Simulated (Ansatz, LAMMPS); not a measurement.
**What do other settings change for glassy nearly rigid 74SiO2-26CaO (mol %) at 1800 K (126 atoms)?**

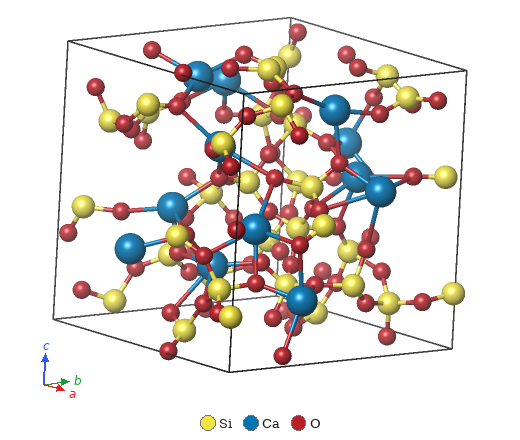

The cell (silicon yellow, calcium blue, oxygen red). Bonds to atoms that aren't drawn are left out. Some periodic images of atoms are drawn too.

Density of this cell: 2.46 g/cm³. The cell holds 126 atoms: 34 Si, 12 Ca and 80 O. Cell: a = 12.239 Å, b = 12.239 Å, c = 12.239 Å, α = 90.0°, β = 90.0°, γ = 90.0°. 126 atoms (34 Si, 12 Ca, 80 O) placed at random at 2.46 g/cm³, melted at 4000 K for 10 ps at fixed volume with the Morse and Coulomb pair potential with partial charges (Pedone, Malavasi, Menziani, Cormack and Segre, J. Phys. Chem. B 110, 11780 (2006)). Snapshot at the end of a hold of 10 ps at 1800 K and fixed volume.

Geometry: as built.

Reference run: Kohn-Sham DFT, PBE, PAW (set soft_2), plane waves (Ansatz 0.2.0), cutoff 420 eV, Γ point, fixed occupations.

* r.m.s. force component: 2.939 eV/Å
* pressure: 4.546 GPa
* gap (highest filled to lowest empty level): 0.9772 eV
* SCF cycles: 11
* time: 23 s on 8 threads of Arm Neoverse V2, shared host

Q: Estimate how much each variant changes the results, and its time and memory.
- support functions low
- support functions medium
- support functions medium, radius 3.6 Å
- support functions medium, radius 3.86 Å

Each row is set against the plane-wave reference (Kohn-Sham DFT, PBE, PAW (set soft_2), plane waves; r.m.s. force component 2.94 eV/Å). Energies are set beside the reference only for runs with its functional, potentials and electron count. Times are for 8 threads of Arm Neoverse V2, shared host. The reference's time includes the DOS, the stress and grids, which some other runs skip.

| run | Δ force, r.m.s. (meV/Å) | share of r.m.s. force (%) | Δ energy (meV/atom) | Δ gap (eV) | cycles | time | host memory (GiB) |
| --- | --- | --- | --- | --- | --- | --- | --- |
| reference | - | - | - | - | 11 | 23 s | 2.7 |
| support functions low | 0.946 | 0.0322 | -4.74 | 0 | 14 | 81 s | 5.1 |
| support functions medium | 0.847 | 0.0288 | -4.74 | -0.0015 | 16 | 91 s | 5.1 |
| support functions medium, radius 3.6 Å | 0.922 | 0.0314 | -4.74 | -0.0017 | 16 | 85 s | 4.9 |
| support functions medium, radius 3.86 Å | 0.781 | 0.0266 | -4.74 | -0.001 | 16 | 97 s | 5.4 |

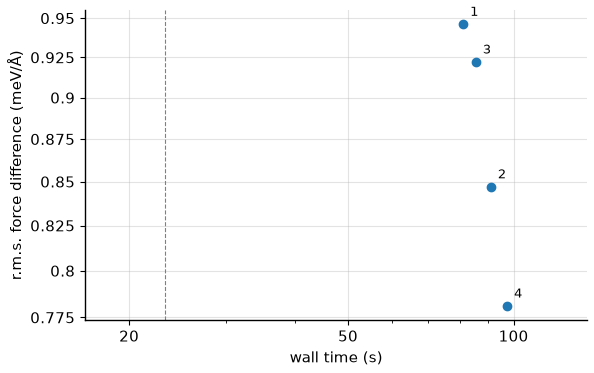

Force difference from the reference against wall time; the dashed line marks the reference's time. Points: 1 support functions low; 2 support functions medium; 3 support functions medium, radius 3.6 Å; 4 support functions medium, radius 3.86 Å.

Among numerical settings the force difference runs from 0.78 meV/Å (support functions medium, radius 3.86 Å) to 0.95 meV/Å (support functions low). At 126 atoms the fastest of the runs at a preset level, support functions low, takes roughly 3.5 times the time of plane waves (whose run also made extra analyses, so the like-for-like ratio is larger), in 14 SCF cycles against 11. Differences between support functions and plane waves include what basis error the plane-wave run still has. The force difference hardly changes among these support-function runs, which points to the basis of the plane-wave reference as its main source. 

[Hosts, paths, dates, database ids (printed as entryN), source tags and the programs' standing remarks are cut or masked in the printed files.]
